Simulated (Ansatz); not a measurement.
**H3O (doublet): wave-function methods side by side at distance O1–H3 along a hydrogen transfer = 1.165 Å, 6-31G**

Aim: climb from Hartree-Fock through coupled cluster and multireference methods for H3O (doublet) at one geometry and basis, and see what each rung misses.

Program: Ansatz 0.2.0, Gaussian basis. Level of theory: 6-31G, core rule «outside noble gas», up to 1 orbitals frozen. These are calculated values, not measurements.

Plan: UHF; CCSD(T) on ROHF; CCSD(T) on UHF; BCCD(T) on ROHF; CISD; CCSDT(Q) on ROHF; CCSDT(Q) on UHF; CISDTQ; CASSCF and MRCISD+Q, 9 electrons in 7 orbitals; CASSCF and NEVPT2, 9 electrons in 7 orbitals.

13 further runs of the same task are left out: 2 that didn't finish, 11 set aside as unsound or not needed.

## 1. The system

The geometry derives from fragments relaxed apart (PBE0/def2-TZVP) and kept rigid, so it is no stationary point. A hydrogen atom is moved between rigid fragments.

4 atoms, charge 0, spin multiplicity 2.

Atoms are counted from 1 here; the program's logs count them from 0.

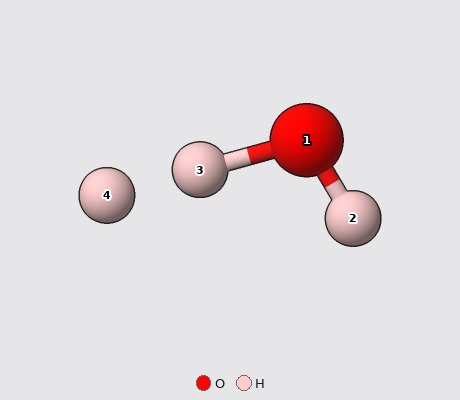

The structure; oxygen red, hydrogen pink; atoms are numbered from 1 in the order of the file.

In the tables R marks a restricted open-shell determinant and U an unrestricted one; 'valence' is the active space of 9 electrons in 7 orbitals; energies count from the table's Hartree-Fock row.

## 2. UHF

File in.yaml:

```yaml
crystal:
  periodic: [false, false, false]
  atoms:
    - {symbol: O, position_ang: [-0.164236, -0.049094, 0.000000]}
    - {symbol: H, position_ang: [-0.413546, 0.877481, 0.000000]}
    - {symbol: H, position_ang: [1.000764, -0.049094, 0.000000]}
    - {symbol: H, position_ang: [2.019764, -0.049094, 0.000000]}
basis:
  gaussian: {orbitals: 6-31G}
magnetization: {spin_polarized: true, initial_magnetization: 1}
hamiltonian: {xc: hf}
output: {orbitals: {seedname: orbitals}}
```

Command:

```
$ ansatz run in.yaml --threads 1 --pin off --events-out ev --progress --plain --max-ram 2393MiB
```

Log:

```text
Functional definition: HF
  name "HF"
  cite "Fock, Z. Phys. 61, 126 (1930) doi:10.1007/BF01340294"
  parent pbe
  exchange = exact_x
  correlation = 0
171 factors; integrals over basis functions are off by at most 6.6e-4 eV
mean field evaluation 1: about -2078.0952 eV, gradient 2.0e1 eV
mean field evaluation 2: about -2078.0976 eV, gradient 2.0e1 eV
mean field evaluation 4: about -2080.1042 eV, gradient 2.3e0 eV
mean field evaluation 8: about -2080.1879 eV, gradient 6.0e-3 eV
mean field evaluation 16: about -2078.6430 eV, gradient 2.1e0 eV
mean field -2080.18787467 eV, -76.4454943923 hartree, gradient 3.7e-5 eV, S^2 0.801824; 0 other end points of the search recorded, 0 dependent functions left out
reference -2080.18787467 eV, -76.4454943923 hartree; 6, 5 occupied and 9, 10 virtual orbitals, 171 factors
Total energy: -2080.18787467 eV, -76.4454943923 hartree
```

It took 1.2 s on 1 thread of Intel Xeon Platinum 8488C, shared host.

From the report: ⟨S²⟩ of the determinant 0.802 (pure doublet: 0.75).

## 3. CCSD(T) on ROHF

Edit in.yaml of step 2 so:

```diff
@@ -9,4 +9,4 @@
   gaussian: {orbitals: 6-31G}
-magnetization: {spin_polarized: true, initial_magnetization: 1}
-hamiltonian: {xc: hf}
-output: {orbitals: {seedname: orbitals}}
+magnetization: {spin_polarized: false, initial_magnetization: 1}
+correlation: {method: ccsd_t, electrons: outside_noble_gas}
+output: {forces: true}
```

Launched as before.

Log (excerpt; [...] marks lines left out):

```text
Functional definition: HF
  name "HF"
  cite "Fock, Z. Phys. 61, 126 (1930) doi:10.1007/BF01340294"
  parent pbe
[...]
171 factors; integrals over basis functions are off by at most 6.6e-4 eV
[...]
mean field -2079.83961097 eV, -76.4326959371 hartree, gradient 1.4e-6 eV, S^2 0.750000; 4 other end points of the search recorded, 0 dependent functions left out
[...]
determinant -2079.83961097 eV, -76.4326959371 hartree, with singles and doubles -2084.07310319 eV, -76.5882739066 hartree
determinant -2078.62644108 eV, -76.3881127661 hartree, with singles and doubles -2082.00900151 eV, -76.5124195692 hartree
1 core orbitals not correlated: weight in the atoms' cores, before any rotation towards them, 1.000 or more for the frozen orbitals, at most 0.000 for the correlated occupied ones
reference -2079.83961097 eV, -76.4326959371 hartree; 5, 4 occupied and 9, 10 virtual orbitals, 171 factors
second order -3.85956980 eV of doubles, -0.12864981 eV of singles
cycle   1  -4.23297645 eV  change    5.2e-4 eV  update   7.7e-4
[...]
cycle   8  -4.23280336 eV  change   -5.6e-7 eV  update   1.4e-6
perturbative correction -0.04914234 eV, -0.0018059478 hartree
[...]
Total energy: -2084.12155667 eV, -76.5900545394 hartree
Atom 0 at    -0.164236    -0.049094     0.000000 Å, force     1.605515    -1.357870    -0.000000 eV/Å
Atom 1 at    -0.413546     0.877481     0.000000 Å, force    -0.335723     1.403915     0.000000 eV/Å
Atom 2 at     1.000764    -0.049094     0.000000 Å, force    -1.570152    -0.136899    -0.000000 eV/Å
Atom 3 at     2.019764    -0.049094     0.000000 Å, force     0.300359     0.090854    -0.000000 eV/Å
Dipole moment:     0.200841     0.403584     0.000000 e Å
```

Run time: 0.36 s. Hardware: 1 thread of Intel Xeon Platinum 8488C, shared host.

From the report: correlation -4.2819 eV; T1 0.029; largest double amplitude 0.07.

## 4. CCSD(T) on UHF

Edit in.yaml of step 3 so:

```diff
@@ -9,3 +9,3 @@
   gaussian: {orbitals: 6-31G}
-magnetization: {spin_polarized: false, initial_magnetization: 1}
+magnetization: {spin_polarized: true, initial_magnetization: 1}
 correlation: {method: ccsd_t, electrons: outside_noble_gas}
```

Same command.

Log (excerpt; [...] marks lines left out):

```text
Functional definition: HF
  name "HF"
  cite "Fock, Z. Phys. 61, 126 (1930) doi:10.1007/BF01340294"
  parent pbe
[...]
171 factors; integrals over basis functions are off by at most 6.6e-4 eV
[...]
mean field -2080.18787467 eV, -76.4454943923 hartree, gradient 2.5e-6 eV, S^2 0.801824; 4 other end points of the search recorded, 0 dependent functions left out
determinant -2080.18787467 eV, -76.4454943923 hartree, with singles and doubles -2084.08283838 eV, -76.5886316682 hartree
determinant -2078.67273790 eV, -76.3898141427 hartree, with singles and doubles -2082.00928463 eV, -76.5124299735 hartree
1 core orbitals not correlated: weight in the atoms' cores, before any rotation towards them, 1.000 or more for the frozen orbitals, at most 0.000 for the correlated occupied ones
reference -2080.18787467 eV, -76.4454943923 hartree; 5, 4 occupied and 9, 10 virtual orbitals, 171 factors
second order -3.51977581 eV of doubles, -0.00000000 eV of singles
cycle   1  -3.89489767 eV  change    6.6e-5 eV  update   3.8e-4
[...]
cycle   8  -3.89489117 eV  change    1.3e-6 eV  update   8.4e-7
perturbative correction -0.04150584 eV, -0.0015253114 hartree
[...]
Total energy: -2084.12427168 eV, -76.5901543142 hartree
Atom 0 at    -0.164236    -0.049094     0.000000 Å, force     1.602599    -1.355110    -0.000000 eV/Å
Atom 1 at    -0.413546     0.877481     0.000000 Å, force    -0.336503     1.402011     0.000000 eV/Å
Atom 2 at     1.000764    -0.049094     0.000000 Å, force    -1.573093    -0.137559     0.000000 eV/Å
Atom 3 at     2.019764    -0.049094     0.000000 Å, force     0.306997     0.090658     0.000000 eV/Å
Dipole moment:     0.200678     0.403595     0.000000 e Å
```

It took 0.33 s on 1 thread of Intel Xeon Platinum 8488C, shared host.

From the report: ⟨S²⟩ of the determinant 0.802 (pure doublet: 0.75); correlation -3.9364 eV; T1 0.020; largest double amplitude 0.07.

## 5. BCCD(T) on ROHF

Edit in.yaml of step 4 so:

```diff
@@ -9,4 +9,3 @@
   gaussian: {orbitals: 6-31G}
-magnetization: {spin_polarized: true, initial_magnetization: 1}
-correlation: {method: ccsd_t, electrons: outside_noble_gas}
-output: {forces: true}
+magnetization: {spin_polarized: false, initial_magnetization: 1}
+correlation: {method: bccd_t, electrons: outside_noble_gas}
```

Same command.

Log (excerpt; [...] marks lines left out):

```text
Functional definition: HF
  name "HF"
  cite "Fock, Z. Phys. 61, 126 (1930) doi:10.1007/BF01340294"
  parent pbe
[...]
171 factors; integrals over basis functions are off by at most 6.6e-4 eV
[...]
mean field -2079.83961097 eV, -76.4326959371 hartree, gradient 1.4e-6 eV, S^2 0.750000; 4 other end points of the search recorded, 0 dependent functions left out
[...]
determinant -2079.83961097 eV, -76.4326959371 hartree, with singles and doubles -2084.07310319 eV, -76.5882739066 hartree
determinant -2078.62644108 eV, -76.3881127661 hartree, with singles and doubles -2082.00900151 eV, -76.5124195692 hartree
1 core orbitals not correlated: weight in the atoms' cores, before any rotation towards them, 1.000 or more for the frozen orbitals, at most 0.000 for the correlated occupied ones
reference -2079.83961097 eV, -76.4326959371 hartree; 5, 4 occupied and 9, 10 virtual orbitals, 171 factors
second order -3.85956980 eV of doubles, -0.12864981 eV of singles
cycle   1  -4.23914515 eV  change   -5.7e-3 eV  update   9.8e-3
[...]
cycle   9  -4.23273332 eV  change    2.0e-6 eV  update   7.3e-6
perturbative correction -0.05100789 eV, -0.0018745056 hartree
Total energy: -2084.12335218 eV, -76.5901205231 hartree
```

It took 0.42 s on 1 thread of Intel Xeon Platinum 8488C, shared host.

From the report: correlation -4.2837 eV; largest double amplitude 0.07.

## 6. CISD

Edit in.yaml of step 5 so:

```diff
@@ -10,2 +10,2 @@
 magnetization: {spin_polarized: false, initial_magnetization: 1}
-correlation: {method: bccd_t, electrons: outside_noble_gas}
+correlation: {active_space: {ras: {orbitals: [4, 1, 9], electrons: 9, max_holes: 2, max_particles: 2}, fixed_orbitals: true}}
```

Launched as before.

Log:

```text
Functional definition: HF
  name "HF"
  cite "Fock, Z. Phys. 61, 126 (1930) doi:10.1007/BF01340294"
  parent pbe
  exchange = exact_x
  correlation = 0
171 factors; integrals over basis functions are off by at most 6.6e-4 eV
mean field evaluation 1: about -2077.9435 eV, gradient 2.7e1 eV
mean field evaluation 2: about -2077.9451 eV, gradient 2.7e1 eV
mean field evaluation 4: about -2079.7981 eV, gradient 1.6e0 eV
mean field evaluation 8: about -2079.8374 eV, gradient 2.7e-1 eV
mean field evaluation 16: about -2078.5898 eV, gradient 3.0e0 eV
mean field evaluation 32: about -2078.5898 eV, gradient 3.0e0 eV
mean field -2079.83961097 eV, -76.4326959371 hartree, gradient 1.4e-6 eV, S^2 0.750000; 4 other end points of the search recorded, 0 dependent functions left out
reference -2079.83961097 eV, -76.4326959371 hartree; 6, 5 occupied and 9, 10 virtual orbitals, 171 factors
state -2083.86880364 eV, -76.5807660368 hartree
Total energy: -2083.86880364 eV, -76.5807660368 hartree
```

Run time: 0.27 s. Hardware: 1 thread of Intel Xeon Platinum 8488C, shared host.

From the report: 2,036 determinants.

## 7. CCSDT(Q) on ROHF

Edit in.yaml of step 6 so:

```diff
@@ -10,2 +10,2 @@
 magnetization: {spin_polarized: false, initial_magnetization: 1}
-correlation: {active_space: {ras: {orbitals: [4, 1, 9], electrons: 9, max_holes: 2, max_particles: 2}, fixed_orbitals: true}}
+correlation: {method: ccsdt_q, electrons: outside_noble_gas}
```

The command is unchanged.

Log (excerpt; [...] marks lines left out):

```text
Functional definition: HF
  name "HF"
  cite "Fock, Z. Phys. 61, 126 (1930) doi:10.1007/BF01340294"
  parent pbe
[...]
269 factors; integrals over basis functions are off by at most 2.3e-8 eV
[...]
mean field -2079.83965640 eV, -76.4326976068 hartree, gradient 1.4e-6 eV, S^2 0.750000; 4 other end points of the search recorded, 0 dependent functions left out
[...]
determinant -2079.83965640 eV, -76.4326976068 hartree, with singles and doubles -2084.07318865 eV, -76.5882770475 hartree
determinant -2078.62649432 eV, -76.3881147227 hartree, with singles and doubles -2082.00910126 eV, -76.5124232347 hartree
1 core orbitals not correlated: weight in the atoms' cores, before any rotation towards them, 1.000 or more for the frozen orbitals, at most 0.000 for the correlated occupied ones
reference -2079.83965640 eV, -76.4326976068 hartree; 5, 4 occupied and 9, 10 virtual orbitals, 269 factors
second order -3.85964770 eV of doubles, -0.12864992 eV of singles
cycle   1  -4.01510389 eV  change   -2.1e-2 eV  update   5.6e-2
[...]
cycle  15  -4.28871954 eV  change    6.0e-9 eV  update   4.2e-7
perturbative correction -0.01550999 eV, -0.0005699817 hartree
Total energy: -2084.14388593 eV, -76.5908751246 hartree
```

Wall time 1.8 s (1 thread of Intel Xeon Platinum 8488C, shared host).

From the report: correlation -4.3042 eV; T1 0.030; largest double amplitude 0.07.

[end of part 1 of 2]
